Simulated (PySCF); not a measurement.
## Electronic structure of C₂H₁₅OPSi₄ in real space

Input

```
{"job": {"kind": "nmr", "xc": "PBE0", "basis": "pcSseg-1"}, "charge": 0, "multiplicity": 1}
C     -2.172394    -1.928672    -1.006694
Si    -1.820429    -0.201163    -0.275925
P     -1.775882    -0.505455     1.970565
Si     0.121011     0.698740    -1.184623
C      1.547634    -0.563991    -1.268513
Si     2.017347    -1.393278     0.377174
O      0.603509     1.935749    -0.241884
Si     0.988123     2.890289     1.004089
H     -1.335932    -2.603964    -0.848805
H     -3.045283    -2.380288    -0.544470
H     -2.353066    -1.873534    -2.075576
H     -3.028855     0.611478    -0.555032
H     -2.540792     0.611873     2.263251
H     -0.596637     0.195072     2.167537
H     -0.029290     1.356082    -2.493923
H      2.433042    -0.066626    -1.665933
H      1.285139    -1.335390    -1.992822
H      0.877158    -2.169712     0.879556
H      2.407297    -0.385596     1.365506
H      3.152325    -2.295566     0.149666
H      1.403882     2.048290     2.126606
H      2.079179     3.738101     0.532510
H     -0.221838     3.644546     1.327819
```

Command:

```sh
OMP_NUM_THREADS=1 python probes_run.py task.json out
```

Geometry: GFN2-xTB.

Theory: PySCF 2.14.0, PBE0/pcSseg-1, SCF density, gas phase, non-relativistic.

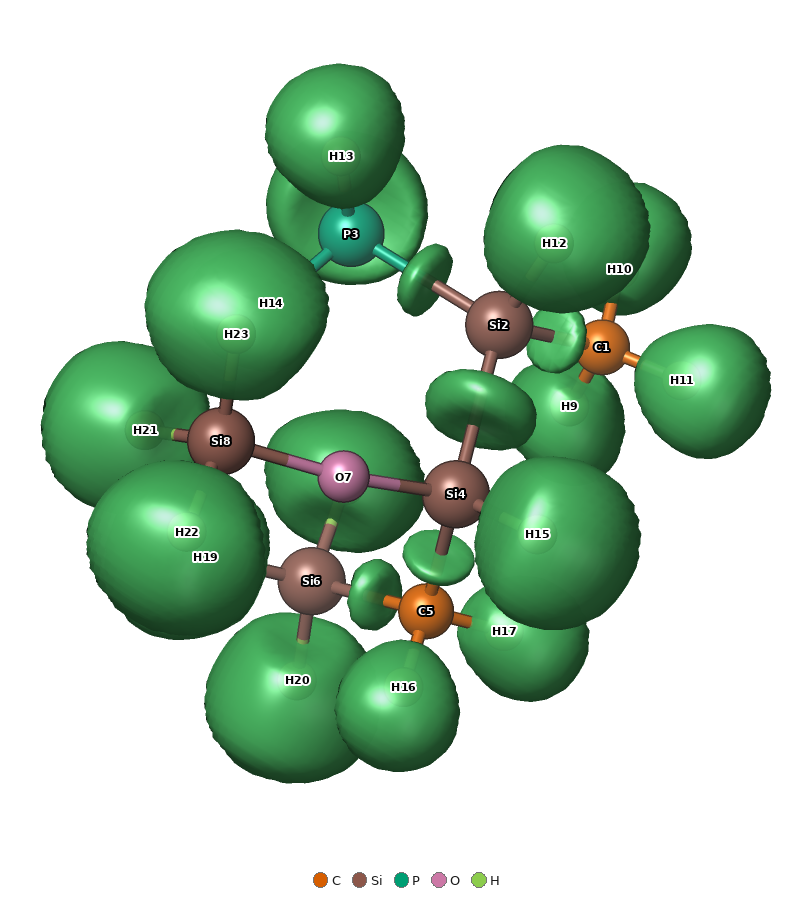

Figure 1. Isosurface of the electron localisation function at 0.9 (green), seen at an oblique angle. Only the valence region is drawn (cores and ρ < 0.01 e/Å³ removed).

Q: What do the ELF domains correspond to?

A: The surface consists of three regions between bonded C–Si atoms (shared pairs), one region between bonded P–Si atoms (shared pairs), one region between bonded Si–Si atoms (shared pairs), 15 regions around hydrogen nuclei and one lobe on P, pointing away from the bonds (lone pairs).


Si–O (1.62 Å): the ELF peaks at about 0.85 between the atoms: a short, strongly polar bond. C–Si (1.90 Å): the ELF peaks at about 0.95 between the atoms; a covalent bond.

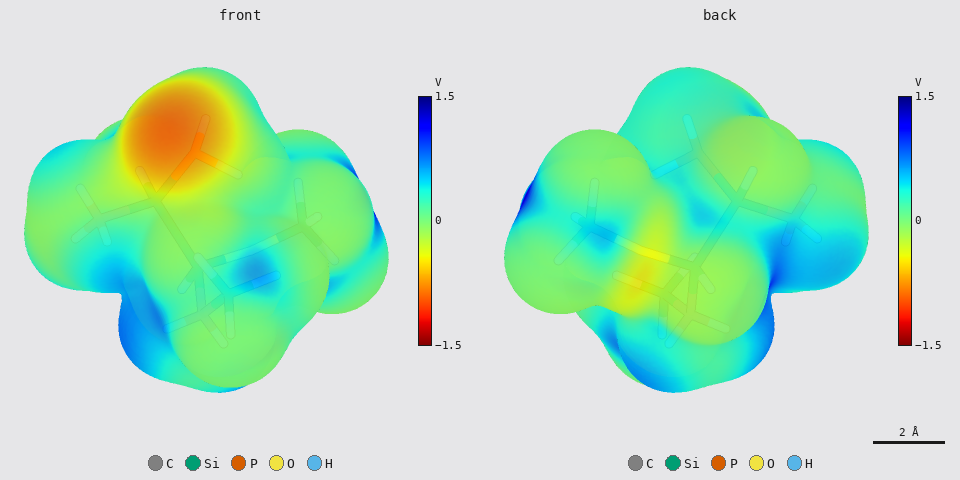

Figure 2. The molecular electrostatic potential painted on the density surface at 0.001 e/bohr³, seen from the front and from behind; the colour scale runs from red (negative) to blue (positive).

Q: Which sites attract a positive test charge, and which a negative one?

A: A positive charge is drawn to the negative regions and a negative charge to the positive ones. The most negative region (about −0.9 V) lies over P3, the most positive (about +1.1 V) over Si8.

Q: How polar is the molecule by this calculation?

A: Its dipole moment is 1.06 D.

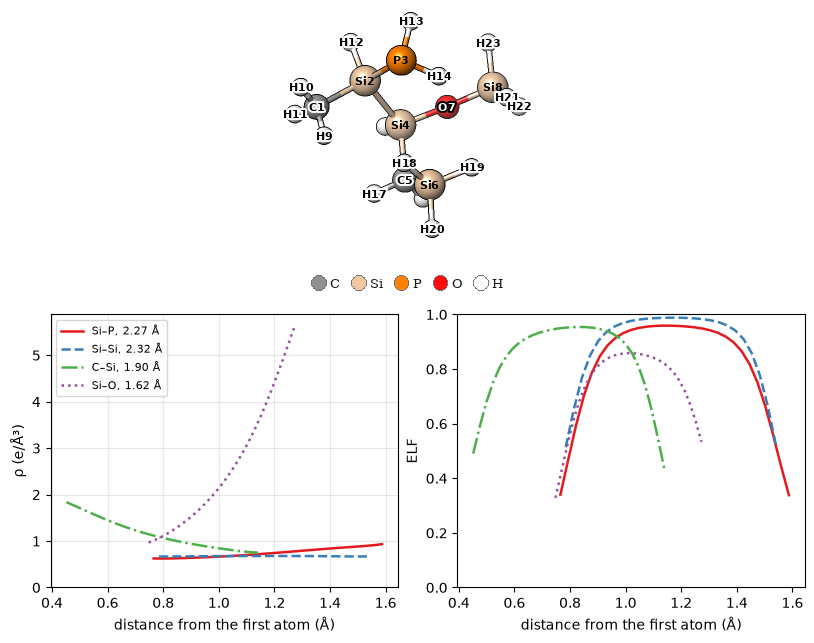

Figure 3. Electron density and electron localisation function along straight lines between neighbouring atoms. The curves leave out the atomic cores. The structure is drawn too.

Q: What kind of bonding do the profiles show?

A: Si–P (2.27 Å): ρ is about 0.71 e/Å³ halfway, with its minimum of 0.62 e/Å³ about 0.8 Å from Si; the ELF peaks at about 0.95 between the atoms (localised, covalent bonding).
Si–Si (2.32 Å): the density is about 0.68 e/Å³ at the midpoint; the ELF peaks at about 1 between the atoms; a shared electron pair.
C–Si (1.90 Å): ρ at the midpoint is about 0.89 e/Å³; the ELF peaks at about 0.95 between the atoms; localised, covalent bonding.
Si–O (1.62 Å): ρ at the midpoint is about 1.1 e/Å³; the ELF peaks at about 0.85 between the atoms: a polar covalent bond.
